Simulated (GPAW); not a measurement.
# LiRh (P-6m2): the Li K absorption edge, part 2 of 3

How does the Li K edge of LiRh (P-6m2) move when the bonds are compressed or stretched?

GPAW 26.7.0; X-ray absorption from dipole matrix elements to empty bands, plane-wave PAW LDA.

So far. Step 2 (Ground state of the crystal): The mesh shows no gap, so the system is treated as a metal and the core electron is put at the Fermi level (neutral cell).

### 4. Spectrum with XCH, Li atom 2

The holes are 6.3 Å apart. In GPAW the data set carries the hole's charge, so charge=0 means a charged cell and charge=-1 a neutral one. The excited electron is kept in the cell, where it fills the lowest empty states and screens the hole. After the field has converged, empty bands are computed with the density fixed and the dipole matrix elements are summed.

The absorber has 6 Rh at 2.65 Å and 6 Li at 2.65 Å (anticuboctahedral, as in hcp, site symmetry -6m2).

Input file xas.py:

```python
import numpy as np
from ase import Atoms
from ase.parallel import parprint, paropen
from gpaw import GPAW, PW, FermiDirac, Mixer, MixerDif, setup_paths
from gpaw.test import gen
setup_paths.insert(0, '.')
gen('Li', name='fch1s', xcname='LDA', corehole=(1, 0, 1), write_xml=True)
from gpaw.mpi import world
world.barrier()

atoms = Atoms('Rh8Li8',
    cell=[[-3.97845069, 2.29695958, 4.32660441],
     [3.97845069, -2.29695958, 4.32660441],
     [2.65230046, 4.59391915, -4.32660441]],
    scaled_positions=[[0.04166667, 0.20833333, 0.25],
     [0.54166667, 0.70833333, 0.25],
     [0.91666667, 0.58333333, 0.5],
     [0.41666667, 0.08333333, 0.5],
     [0.29166667, 0.45833333, 0.75],
     [0.79166667, 0.95833333, 0.75],
     [0.66666667, 0.33333333, 0],
     [0.16666667, 0.83333333, 0],
     [0.25, 0.25, 0],
     [0.75, 0.75, 0],
     [0.125, 0.625, 0.25],
     [0.625, 0.125, 0.25],
     [0.5, 0.5, 0.5],
     [0, 0, 0.5],
     [0.875, 0.375, 0.75],
     [0.375, 0.875, 0.75]],
    pbc=True)
atoms.calc = calc = GPAW(legacy_gpaw=True, mode=PW(500, force_complex_dtype=True), xc='LDA', setups={8: 'fch1s'},
    kpts={'size': (4, 4, 4), 'gamma': True}, occupations=FermiDirac(0.1),
    charge=-1, mixer=Mixer(0.1, 5, 50), maxiter=150,
    convergence={'density': 0.0001, 'eigenstates': 1e-6}, txt='scf.txt')
energy = atoms.get_potential_energy() + calc.get_reference_energy()
ef = calc.get_fermi_level()
out = dict(energy=energy, fermi=ef, forces=atoms.get_forces().tolist())
parprint(f'all-electron energy {energy:.4f} eV, Fermi level {ef:.4f} eV')
ev = np.array([[calc.get_eigenvalues(k, s) for k in range(len(calc.get_ibz_k_points()))] for s in range(calc.get_number_of_spins())])
out['homo'], out['lumo'], out['counts'] = ev[ev < ef].max(), ev[ev > ef].min(), sorted(set((ev < ef).sum((0, 2)).tolist()))
out['filled'] = (ev[:, 0] < ef).sum(1).tolist()

from ase.units import Ha
from gpaw.xas import dipole_matrix_elements
nb = int(calc.get_number_of_electrons() / 2) + 168
top, nb = nb, nb + 8 + nb // 12
nscf = calc.fixed_density(kpts={'size': (5, 5, 5), 'gamma': True}, nbands=nb,
    convergence={'bands': top, 'eigenstates': 5e-3}, maxiter=60, txt='nscf.txt')
cell = atoms.cell.array
ops = [cell.T @ U.T @ np.linalg.inv(cell.T) for U in nscf.wfs.kd.symmetry.op_scc]
E = np.arange(-6, 34, 0.1)
fwhm = np.interp(E, [4, 25], [0.9, 3.5])
Y, X, zero, highest = 0, 0, 1e9, 1e9
for spin in range(nscf.get_number_of_spins()):
    wfs = nscf.wfs
    mine = wfs.bd.get_slice()  # this rank's bands
    A = dipole_matrix_elements(wfs.setups[8])
    eps = np.zeros((wfs.kd.nibzkpts, nb))
    d = np.zeros((3, A.shape[1], wfs.kd.nibzkpts, nb), complex)
    for kpt in wfs.kpt_u:
        if kpt.s == spin and 8 in kpt.P_ani:
            eps[kpt.k, mine] = kpt.eps_n * Ha
            d[:, :, kpt.k, mine] = (kpt.weight * wfs.nspins / 2) ** 0.5 * np.inner(A, kpt.P_ani[8])
    world.sum(eps)
    world.sum(d)
    T = np.einsum('amkn,bmkn->abkn', d, d.conj()).real
    T = sum(np.einsum('ai,ijkn,bj->abkn', R, T, R) for R in ops) / len(ops)
    empty = eps > ef
    zero, highest = min(zero, eps[empty].min()), min(highest, eps[:, top - 1].min())
    lines = [(eps, T, empty)] if spin == 0 else lines + [(eps, T, empty)]
for eps, T, empty in lines:
    f = np.einsum('aakn->akn', T).reshape(3, -1)
    x = eps.ravel() - zero
    w = np.interp(x, E, fwhm) / 2.35482
    g = np.exp(-0.5 * ((E[:, None] - x) / w) ** 2) / (w * (2 * np.pi) ** 0.5)
    Y = Y + (f * empty.ravel()) @ g.T
    X = X + (f * ~empty.ravel()) @ g.T
out.update(E=E.round(2).tolist(), xas=Y.tolist(), xes=X.tolist(), zero=zero, valid=highest - zero, nk=len(eps), nb=nb)
for i in range(0, len(E), 10):
    parprint(f'{E[i]:7.2f}', *(f'{v:10.3e}' for v in Y[:, i]))
import json
with paropen('out.json', 'w') as f:
    json.dump(out, f)
```

Command:

```bash
$ OMP_NUM_THREADS=1 mpirun -n 4 gpaw python xas.py
```

Numbers of over 12 decimals in the logs are rounded to 6 here.

Log:

```text
Input parameters:
  charge: -1
  convergence: {density: 0.0001,
                eigenstates: 1e-06}
  kpts: {gamma: True,
         size: (4, 4, 4)}
  maxiter: 150
  mixer: {backend: pulay,
          beta: 0.1,
          method: separate,
          nmaxold: 5,
          weight: 50}
  mode: {ecut: 500.0,
         force_complex_dtype: True,
         name: pw}
  occupations: {fixmagmom: False,
                name: fermi-dirac,
                width: 0.1}
  setups: {8: fch1s}

Initialize ...

[... PAW data sets ...]

Reference energy: -1041602.523638  # eV

Spin-paired calculation

[... convergence settings ...]
Symmetries present (total): 1
  [... symmetry matrices ...]

64 k-points: 4 x 4 x 4 Monkhorst-Pack grid + [1/8,1/8,1/8]
36 k-points in the irreducible part of the Brillouin zone
       k-points in crystal coordinates                weights
   0:     0.00000000    0.00000000    0.00000000          1/64
   1:     0.00000000    0.00000000    0.25000000          2/64
   2:     0.00000000    0.00000000    0.50000000          1/64
   3:     0.00000000    0.25000000   -0.25000000          2/64
   4:     0.00000000    0.25000000    0.00000000          2/64
   5:     0.00000000    0.25000000    0.25000000          2/64
   6:     0.00000000    0.25000000    0.50000000          2/64
   7:     0.00000000    0.50000000    0.00000000          1/64
   8:     0.00000000    0.50000000    0.25000000          2/64
   9:     0.00000000    0.50000000    0.50000000          1/64
          ...
  35:     0.50000000    0.50000000    0.50000000          1/64

Wave functions: Plane wave expansion
  Cutoff energy: 500.000 eV
  Number of coefficients (min, max): 5312, 5382
  Pulay-stress correction: 0.000000 eV/Ang^3 (de/decut=0.000000)
  Using FFTW library
  Wavefunction extrapolation:
    Improved wavefunction reuse through dual PAW basis

Occupation numbers: Fermi-Dirac:
  width: 0.1000  # eV

Eigensolver
   Davidson(niter=2)

Densities:
  Coarse grid: 35*35*36 grid
  Fine grid: 70*70*72 grid
  Total Charge: 0.000000

Density mixing:
  Method: separate
  Backend: pulay
  Linear mixing parameter: 0.1
  old densities: 5
  Width of damping distribution: 1.1
  Damping of long wavelength oscillations: 50

[... Hamiltonian set-up ...]
Number of atoms: 16
Number of atomic orbitals: 128
Number of bands in calculation: 82
Number of valence electrons: 129
Bands to converge: occupied

... initialized

Initializing position-dependent things.

Density initialized from atomic densities
Creating initial wave functions:
  82 bands from LCAO basis set

           Li
             Rh     Rh

        Rh    LRh
                 Rh
         Li     Li     Li
           Li     Li
             Rh     Rh
               Rh

                Li

Atomic positions and initial magnetic moments

Positions:
   0 Rh     1.326150    0.765653    0.000000    ( 0.0000,  0.0000,  0.0000)
   1 Rh     1.326150    0.765653    4.326604    ( 0.0000,  0.0000,  0.0000)
   2 Rh    -0.000000    3.062613    4.326604    ( 0.0000,  0.0000,  0.0000)
   3 Rh    -0.000000    3.062613    0.000000    ( 0.0000,  0.0000,  0.0000)
   4 Rh     2.652300    3.062613    0.000000    ( 0.0000,  0.0000,  0.0000)
   5 Rh     2.652300    3.062613    4.326604    ( 0.0000,  0.0000,  0.0000)
   6 Rh    -1.326150    0.765653    4.326604    ( 0.0000,  0.0000,  0.0000)
[...]
13 Li     1.326150    2.296960   -2.163302    ( 0.0000,  0.0000,  0.0000)
  14 Li     0.000000    4.593919    2.163302    ( 0.0000,  0.0000,  0.0000)
  15 Li     3.978451    2.296960    2.163302    ( 0.0000,  0.0000,  0.0000)

Unit cell:
           periodic     x           y           z      points  spacing
  1. axis:    yes   -3.978451    2.296960    4.326604    35     0.1548
  2. axis:    yes    3.978451   -2.296960    4.326604    35     0.1548
  3. axis:    yes    2.652300    4.593919   -4.326604    36     0.1474

  Lengths:   6.310594   6.310594   6.845312
  Angles:  115.679845 115.679845  93.432853

Effective grid spacing dv^(1/3) = 0.1685

iter:   1  -120.033407
iter:   2  -105.618205   -0.67  -1.01
iter:   3  -101.343420   -0.58  -1.25
iter:   4  -100.736137   -1.73  -1.58
iter:   5  -100.560272   -2.43  -1.69
iter:   6  -100.352577   -2.58  -1.78
iter:   7  -100.309064   -2.88  -2.07
iter:   8  -100.306275c  -3.49  -2.32
iter:   9  -100.307141c  -3.62  -2.40
iter:  10  -100.307886c  -3.60  -2.50
iter:  11  -100.308764c  -3.77  -2.78
iter:  12  -100.309212c  -4.16  -2.98
iter:  13  -100.309084c  -4.61  -3.02
iter:  14  -100.309019c  -5.26  -3.27
iter:  15  -100.309174c  -5.41  -3.44
iter:  16  -100.309167c  -6.32c -3.83
iter:  17  -100.309126c  -6.52c -3.90
iter:  18  -100.309103c  -6.63c -4.07c

Converged after 18 iterations.

Dipole moment: (0.493011, -0.284640, -0.088864) |e|*Ang

Energy contributions relative to reference atoms: (reference = -1041602.523638)

Kinetic:         -8.371925
Potential:       -7.495254
External:        +0.000000
XC:             -82.944831
Entropy (-ST):   -0.414457
Local:           -1.289865
SIC:             +0.000000
--------------------------
Free energy:   -100.516332
Extrapolated:  -100.309103

Showing only first 2 kpts
 Kpt  Band  Eigenvalues  Occupancy
  0    62      6.54325    0.24573
  0    63      6.54609    0.23968
  0    64      6.71807    0.04761
  0    65      7.03487    0.00205

  1    62      6.35846    0.94123
  1    63      6.43411    0.58877
  1    64      6.46111    0.48310
[...]
Fermi level: 6.34669

No gap
No difference between direct/indirect transitions

Forces in eV/Ang:
  0 Rh   -0.09473   -0.04298    0.74361
  1 Rh   -0.09400   -0.04334   -0.74357
  2 Rh   -0.05742    0.03316    0.00001
  3 Rh   -0.05736    0.03311    0.00001
  4 Rh   -0.01017    0.10350   -0.74357
  5 Rh   -0.00947    0.10313    0.74362
  6 Rh    0.14982   -0.08694   -0.73916
[...]
13 Li    0.00930    0.09485    0.00002
 14 Li   -0.08590   -0.04108   -0.00003
 15 Li    0.10220   -0.03138    0.00002
Scalar-relativistic atomic LDA calculation for Li (Lithium, Z=3)
Core hole in 1s state (1s occupation: 1.0)
300 radial gridpoints.
|------------------------------------------------|
|------------------------------------------------|
[... the atom generator's iteration count ...]

Energy contributions:
-------------------------
Kinetic:       +4.802428
XC:            -0.868730
Potential:     -8.792701
-------------------------
Total:         -4.859003

state      eigenvalue         ekin         rmax
-----------------------------------------------
1s^1.0 :    -3.111117     4.172383        0.342
2s^1.0 :    -0.451969     0.630045        2.146
2p^0.0 :    -0.373048     0.566752        1.896
-----------------------------------------------
(units: Bohr and Hartree)

Generating PAW setup
Kinetic energy of the core from tauc = 4.172937
Cutoffs:
rc(s)=2.000
rc(p)=2.000
rc(d)=2.000
rc(vbar)=1.800
rc(comp)=2.000
rc(nct)=2.000

Kinetic energy of the core states: 4.172383
Charge: 1.0
Core electrons: 1.0
Valence electrons: 1.0
Pseudo-core charge: 0.040575
Shape function alpha=2.500
Pseudo-electron charge 1.068451
state    eigenvalue         norm
--------------------------------
2s(1) :    -0.451969     1.027876
*s    :     0.548031
2p(0) :    -0.373048     0.945113
*p    :     0.626952
*d    :     0.000000
--------------------------------

Diagonalizing with gridspacing h=0.050

state   all-electron     PAW
-------------------------------
2s:      -0.451969    -0.451984
2p:      -0.373048    -0.373160
*d:                   -0.093511
*f:                   -0.020693
-------------------------------
all-electron energy -1041702.8327 eV, Fermi level 6.3467 eV
[...]
31.00  1.350e-03  1.364e-03  1.777e-03
  32.00  1.404e-03  1.415e-03  1.515e-03
  33.00  1.413e-03  1.416e-03  1.307e-03
```

It took 17 min on 4 MPI ranks of Arm Neoverse N1, shared host; peak memory 0.99 GiB; 69 min of CPU time.

The Li K spectrum, Li atom 2, excited-electron core hole (neutral cell) (energy from the lowest empty level; intensity scaled to a mean of 1 over the first 20 eV; polarised curves are means over the symmetry-equivalent atoms):

```tsv
E (eV)	isotropic	ε ⊥ c	ε ∥ c
-2.0	0.00	0.00	0.00
-0.5	0.02	0.02	0.01
1.0	1.00	1.30	0.42
2.5	1.17	1.31	0.90
4.0	0.59	0.53	0.71
5.5	0.71	0.83	0.48
7.0	1.38	1.36	1.43
8.5	1.25	1.12	1.49
10.0	1.31	1.12	1.69
11.5	1.76	1.70	1.90
13.0	1.37	1.38	1.35
14.5	0.77	0.80	0.72
16.0	0.71	0.79	0.54
17.5	0.58	0.63	0.48
19.0	0.53	0.58	0.43
20.5	0.60	0.68	0.45
22.0	0.58	0.63	0.49
23.5	0.54	0.55	0.53
25.0	0.52	0.49	0.56
26.5	0.53	0.46	0.68
28.0	0.55	0.43	0.78
29.5	0.55	0.45	0.76
31.0	0.54	0.49	0.64
```

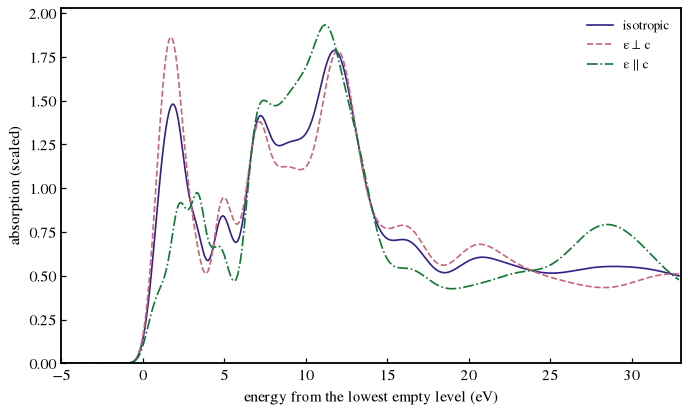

The Li K edge, Li atom 2, excited-electron core hole (neutral cell): main maxima at 1.8, 7.2 and 11.8 eV.

Main maxima below 24 eV (height): 1.8 eV (1.48), 4.9 eV (0.84), 7.2 eV (1.42), 11.8 eV (1.79) and 20.8 eV (0.61). A K edge sees empty p states on the absorber.

The total-energy difference is 55.89 eV. One term is added: -3.34 eV, since the hole is spin-paired here and a spin-polarised one costs that much less in the free atom (computed apart). The photon energy is then 52.55 eV. The tabulated edge of the element is 54.7 eV. The functional leaves an error in such absolute values: in the free atom LDA prices this hole 1.0 eV below PBE (computed apart), and PBE is itself good to a few eV.

### 5. Reference energy of the supercell

The cell changes for the next run, so it gets a reference energy of its own.

The cell differs from the one that the last finished run ended in (a 6.311 → 6.115 Å, b 6.311 → 6.115 Å, c 6.845 → 6.633 Å).

Input file scf.py:

```python
import numpy as np
from ase import Atoms
from ase.parallel import parprint, paropen
from gpaw import GPAW, PW, FermiDirac, Mixer, MixerDif, setup_paths
from gpaw.test import gen
setup_paths.insert(0, '.')
gen('Li', name='nch1s', xcname='LDA', corehole=(1, 0, 0), write_xml=True)
from gpaw.mpi import world
world.barrier()

atoms = Atoms('Rh8Li8',
    cell=[[-3.85532603, 2.22587352, 4.19270513],
     [3.85532603, -2.22587352, 4.19270513],
     [2.57021735, 4.45174704, -4.19270513]],
    scaled_positions=[[0.04166667, 0.20833333, 0.25],
     [0.54166667, 0.70833333, 0.25],
     [0.91666667, 0.58333333, 0.5],
     [0.41666667, 0.08333333, 0.5],
     [0.29166667, 0.45833333, 0.75],
     [0.79166667, 0.95833333, 0.75],
     [0.66666667, 0.33333333, 0],
     [0.16666667, 0.83333333, 0],
     [0.25, 0.25, 0],
     [0.75, 0.75, 0],
     [0.125, 0.625, 0.25],
     [0.625, 0.125, 0.25],
     [0.5, 0.5, 0.5],
     [0, 0, 0.5],
     [0.875, 0.375, 0.75],
     [0.375, 0.875, 0.75]],
    pbc=True)
atoms.calc = calc = GPAW(legacy_gpaw=True, mode=PW(500, force_complex_dtype=True), xc='LDA', setups={8: 'nch1s'},
    kpts={'size': (4, 4, 4), 'gamma': True}, occupations=FermiDirac(0.1),
    charge=0, mixer=Mixer(0.1, 5, 50), maxiter=150,
    convergence={'density': 0.0001, 'eigenstates': 1e-6}, txt='scf.txt')
energy = atoms.get_potential_energy() + calc.get_reference_energy()
ef = calc.get_fermi_level()
out = dict(energy=energy, fermi=ef, forces=atoms.get_forces().tolist())
parprint(f'all-electron energy {energy:.4f} eV, Fermi level {ef:.4f} eV')
ev = np.array([[calc.get_eigenvalues(k, s) for k in range(len(calc.get_ibz_k_points()))] for s in range(calc.get_number_of_spins())])
out['homo'], out['lumo'], out['counts'] = ev[ev < ef].max(), ev[ev > ef].min(), sorted(set((ev < ef).sum((0, 2)).tolist()))
out['filled'] = (ev[:, 0] < ef).sum(1).tolist()
import json
with paropen('out.json', 'w') as f:
    json.dump(out, f)
```

Command:

```bash
$ OMP_NUM_THREADS=1 mpirun -n 4 gpaw python scf.py
```

Log:

```text
Input parameters:
  convergence: {density: 0.0001,
                eigenstates: 1e-06}
  kpts: {gamma: True,
         size: (4, 4, 4)}
  maxiter: 150
  mixer: {backend: pulay,
          beta: 0.1,
          method: separate,
          nmaxold: 5,
          weight: 50}
  mode: {ecut: 500.0,
         force_complex_dtype: True,
         name: pw}
  occupations: {fixmagmom: False,
                name: fermi-dirac,
[...]
warnings.warn(
<dir> UserWarning: Using symmetrized grid: (35,35,35).

  warnings.warn('Using symmetrized grid: ({},{},{}).\n'.format(*N_c))
<dir> UserWarning: Using symmetrized grid: (35,35,35).

  warnings.warn('Using symmetrized grid: ({},{},{}).\n'.format(*N_c))
<dir> UserWarning: Using symmetrized grid: (35,35,35).

  warnings.warn('Using symmetrized grid: ({},{},{}).\n'.format(*N_c))
all-electron energy -1041758.6848 eV, Fermi level 7.2128 eV
[key lines of the parts left out:]
Converged after 16 iterations.
Dipole moment: (0.387446, -0.223692, 0.004255) |e|*Ang
Free energy:    -88.954004
Fermi level: 7.21284
```

The job ended after 2.7 min (4 MPI ranks; peak memory 0.37 GiB).

Reference energy: -1041758.685 eV with the cores included.

### 6. Spectrum with XCH, Li atom 2

Shorter bonds are expected to push antibonding states and scattering resonances up, and longer ones down; the cell is scaled to test that.

Changed against the first core-hole run: volume scale from 1 to 0.91.

xas.py: that of step 4 with these lines changed.

```diff
@@ -11,5 +11,5 @@
 atoms = Atoms('Rh8Li8',
-    cell=[[-3.97845069, 2.29695958, 4.32660441],
-     [3.97845069, -2.29695958, 4.32660441],
-     [2.65230046, 4.59391915, -4.32660441]],
+    cell=[[-3.85532603, 2.22587352, 4.19270513],
+     [3.85532603, -2.22587352, 4.19270513],
+     [2.57021735, 4.45174704, -4.19270513]],
     scaled_positions=[[0.04166667, 0.20833333, 0.25],
@@ -45,5 +45,5 @@
 from gpaw.xas import dipole_matrix_elements
-nb = int(calc.get_number_of_electrons() / 2) + 168
+nb = int(calc.get_number_of_electrons() / 2) + 157
 top, nb = nb, nb + 8 + nb // 12
-nscf = calc.fixed_density(kpts={'size': (5, 5, 5), 'gamma': True}, nbands=nb,
+nscf = calc.fixed_density(kpts={'size': (6, 6, 6), 'gamma': True}, nbands=nb,
     convergence={'bands': top, 'eigenstates': 5e-3}, maxiter=60, txt='nscf.txt')
```

Command:

```bash
$ OMP_NUM_THREADS=1 mpirun -n 4 gpaw python xas.py
```

Log:

```text
Input parameters:
  charge: -1
  convergence: {density: 0.0001,
                eigenstates: 1e-06}
  kpts: {gamma: True,
         size: (4, 4, 4)}
  maxiter: 150
  mixer: {backend: pulay,
          beta: 0.1,
          method: separate,
          nmaxold: 5,
          weight: 50}
  mode: {ecut: 500.0,
         force_complex_dtype: True,
         name: pw}
  occupations: {fixmagmom: False,
[...]
warnings.warn(
<dir> UserWarning: Using symmetrized grid: (35,35,35).

  warnings.warn('Using symmetrized grid: ({},{},{}).\n'.format(*N_c))
<dir> UserWarning: Using symmetrized grid: (35,35,35).

  warnings.warn('Using symmetrized grid: ({},{},{}).\n'.format(*N_c))
all-electron energy -1041702.9418 eV, Fermi level 7.4627 eV
[...]
32.00  1.200e-03  1.201e-03  1.921e-03
  33.00  1.259e-03  1.270e-03  1.634e-03
[key lines of the parts left out:]
Converged after 18 iterations.
Dipole moment: (0.383946, -0.221671, -0.109083) |e|*Ang
Free energy:   -100.601518
Fermi level: 7.46271
```

Run time: 15 min. Hardware: 4 MPI ranks; peak memory 0.93 GiB; 61 min of CPU time.

```tsv
E (eV)	first run	this run
-2.0	0.00	0.00
-1.0	0.00	0.00
0.0	0.14	0.14
1.0	1.00	1.01
2.0	1.46	1.42
3.0	0.89	0.95
4.0	0.59	0.59
5.0	0.84	0.82
6.0	0.75	0.67
7.0	1.38	1.13
8.0	1.27	1.33
9.0	1.26	1.19
10.0	1.31	1.23
11.0	1.61	1.32
12.0	1.77	1.66
13.0	1.37	1.70
14.0	0.90	1.26
15.0	0.71	0.85
16.0	0.71	0.70
17.0	0.64	0.68
18.0	0.53	0.61
19.0	0.53	0.50
20.0	0.59	0.49
21.0	0.61	0.55
22.0	0.58	0.58
23.0	0.55	0.57
24.0	0.53	0.54
25.0	0.52	0.52
26.0	0.52	0.51
27.0	0.54	0.52
28.0	0.55	0.53
29.0	0.55	0.54
30.0	0.55	0.55
31.0	0.54	0.54
32.0	0.52	0.53
```

This run also has another mesh (6×6×6 against 5×5×5), so the 14 % r.m.s. difference can't be laid on the changed setting alone. The highest intensity below 16 eV goes from 11.8 eV (1.79) to 12.6 eV (1.76).

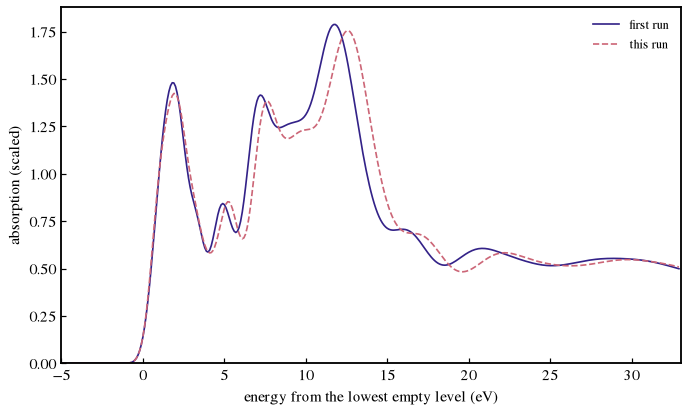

The effect of the change (volume scale from 1 to 0.91).

The photon energy of the zero moves by -0.15 eV.

### 7. Supercell without a hole, the energy reference

The cell changes for the next run, so it gets a reference energy of its own.

The cell differs from the one that the last finished run ended in (a 6.115 → 6.182 Å, b 6.115 → 6.182 Å, c 6.633 → 6.706 Å).

scf.py: that of step 5 with these lines changed.

```diff
@@ -11,5 +11,5 @@
 atoms = Atoms('Rh8Li8',
-    cell=[[-3.85532603, 2.22587352, 4.19270513],
-     [3.85532603, -2.22587352, 4.19270513],
-     [2.57021735, 4.45174704, -4.19270513]],
+    cell=[[-3.89723503, 2.25006969, 4.23828158],
+     [3.89723503, -2.25006969, 4.23828158],
+     [2.59815669, 4.50013939, -4.23828158]],
     scaled_positions=[[0.04166667, 0.20833333, 0.25],
```

Command:

```bash
$ OMP_NUM_THREADS=1 mpirun -n 4 gpaw python scf.py
```

Log:

```text
Input parameters:
  convergence: {density: 0.0001,
                eigenstates: 1e-06}
  kpts: {gamma: True,
         size: (4, 4, 4)}
  maxiter: 150
  mixer: {backend: pulay,
          beta: 0.1,
          method: separate,
          nmaxold: 5,
          weight: 50}
  mode: {ecut: 500.0,
         force_complex_dtype: True,
         name: pw}
  occupations: {fixmagmom: False,
                name: fermi-dirac,
[...]
2s(1) :    -0.105610     0.995217
*s    :     0.894390
2p(0) :    -0.041382     0.995581
*p    :     0.958618
*d    :     0.000000
--------------------------------

Diagonalizing with gridspacing h=0.050

state   all-electron     PAW
-------------------------------
2s:      -0.105610    -0.105589
2p:      -0.041382    -0.041286
*d:                    0.026692
*f:                    0.061621
-------------------------------
all-electron energy -1041758.8773 eV, Fermi level 6.8231 eV
[key lines of the parts left out:]
Converged after 16 iterations.
Dipole moment: (0.422569, -0.243971, 0.003989) |e|*Ang
Free energy:    -89.155581
Fermi level: 6.82314
```

The job ended after 2.8 min (4 MPI ranks; peak memory 0.39 GiB).

Reference energy: -1041758.877 eV with the cores included.

(Part 2 of 3 ends here.)

[Banner, clock and machine lines of the logs are left out without a mark of their own.]

[Logs are printed without paths, hosts, clocks, repeated set-up lines and the standing remarks that a program may print on its own settings, such as how far it seeks lower states.]

[Hosts, paths, dates, database ids (printed as entryN), source tags and the programs' standing remarks are cut or masked in the printed files.]

[Lists of maxima count a maximum above −3 eV only where it reaches 4 % of the highest in the window and stands out from its surroundings by 2 % of it (1.5 % where it reaches 55 %); shoulders and weaker maxima are passed over, and of the rest the first, up to two pre-edge ones and the few strongest are named.]
